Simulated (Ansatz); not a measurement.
Input

```
crystal:
  periodic: [false, false, false]
  atoms:
    - {symbol: Cl, position_ang: [-1.208075, -2.520700, 1.715421]}
    - {symbol: Cl, position_ang: [2.728365, 1.451498, 0.265955]}
    - {symbol: O, position_ang: [1.960914, -1.752630, 0.480773]}
    - {symbol: O, position_ang: [-0.537926, 0.640533, -0.075246]}
    - {symbol: O, position_ang: [0.628633, 0.571226, 2.445618]}
    - {symbol: Sn, position_ang: [0.247037, -0.863807, 0.930395]}
    - {symbol: Sn, position_ang: [0.413154, 2.275843, 0.836213]}
    - {symbol: H, position_ang: [2.532815, -0.996598, 0.197796]}
    - {symbol: H, position_ang: [1.564170, 0.514026, 2.740709]}
basis:
  gaussian:
    orbitals: def2-SVPD
hamiltonian:
  xc: {name: PBE0}
output: {forces: true, orbitals: {seedname: orbitals}}
```

Run with:

```sh
ansatz run input.yaml --threads 2 --pin off --max-ram 4350MiB --events-out events.jsonl --progress --plain --runs-dir runs
```

Geometry: PBE-D3(BJ)/def2-SVP; core potentials replace the inner electrons of Sn.

Theory: isolated molecule in a Gaussian basis; Kohn-Sham density functional theory, functional PBE0 (Ansatz 0.2.0).

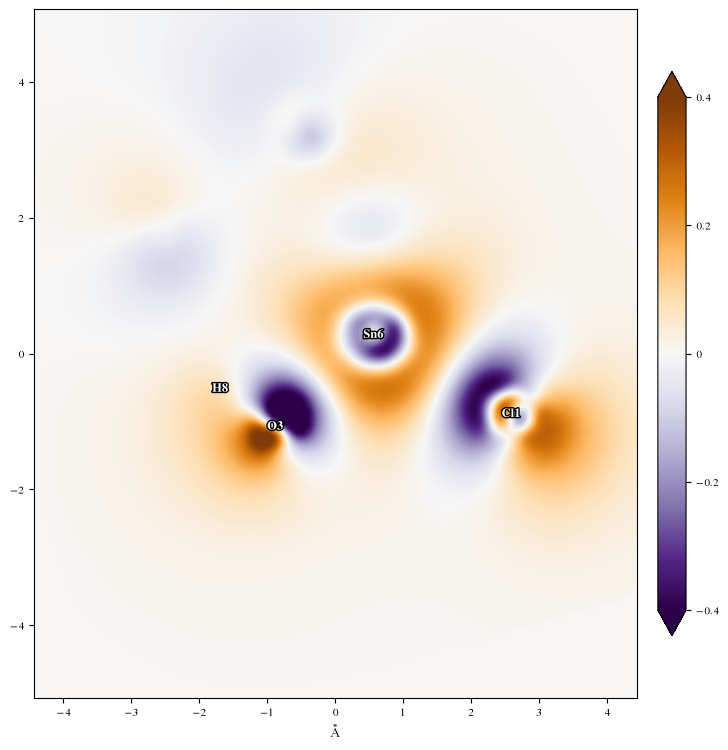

Cl$_{2}$H$_{2}$O$_{3}$Sn$_{2}$. The LUMO on the plane of atoms Sn6, O3 and H8 (values in Å⁻³ᐟ²; the overall sign is arbitrary).

> Where does this orbital lie, and at what energy?

It lies mainly on Sn6 (about 40 %), Cl1 (about 20 %), O4 (about 15 %) and O3 (about 15 %). Its energy is −3.00 eV.
